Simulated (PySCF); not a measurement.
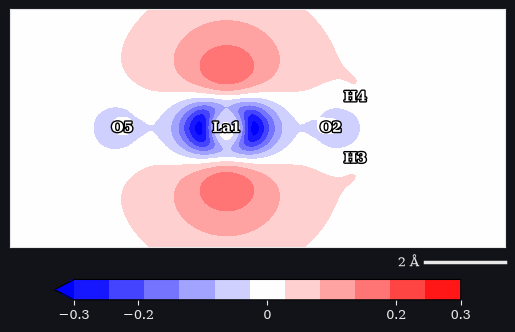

Figure 1: H₄LaO₂ (charge +2). The LUMO on the plane of atoms La1, O2 and H3 (values in Å⁻³ᐟ²; the overall sign is arbitrary).

Core potentials replace the inner electrons of La.

Level of theory: RKS PBE0, La lcecp-0-SVP with ECP47, O def2-SVP, H def2-SVP; non-relativistic Hamiltonian with scalar-relativistic core potentials where named; density fitting (PySCF 2.14.0).

The calculation's input:

```
mol = gto.M(atom='''
La    -0.00000     0.00000    -0.00000
O     -0.00000     0.00000     2.59368
H      0.53911     0.53911     3.19895
H     -0.53911    -0.53911     3.19895
O      0.00000    -0.00000    -2.59368
H      0.53911    -0.53911    -3.19895
H     -0.53911     0.53911    -3.19895''',
    basis={'La': 'lcecp-0-SVP', 'O': 'def2-SVP', 'H': 'def2-SVP'},
    ecp={'La': 'lcecp-0-SVP'},
    charge=2, spin=0)
mf = dft.RKS(mol, xc='PBE0')
mf.grids.atom_grid = (75, 302)  # f atoms: at least (60, 302), unpruned
mf = mf.density_fit()  # La AutoAux, O def2-universal-JKFIT, H def2-universal-JKFIT
mf.conv_tol = 1e-09; mf.max_cycle = 55
mf.kernel(dm0)
```

Run with:

```sh
OMP_NUM_THREADS=2 python run.py
```

Q: Describe this orbital and give its energy.

A: It lies mainly on La1 (about 95 %). Its energy is −10.19 eV.
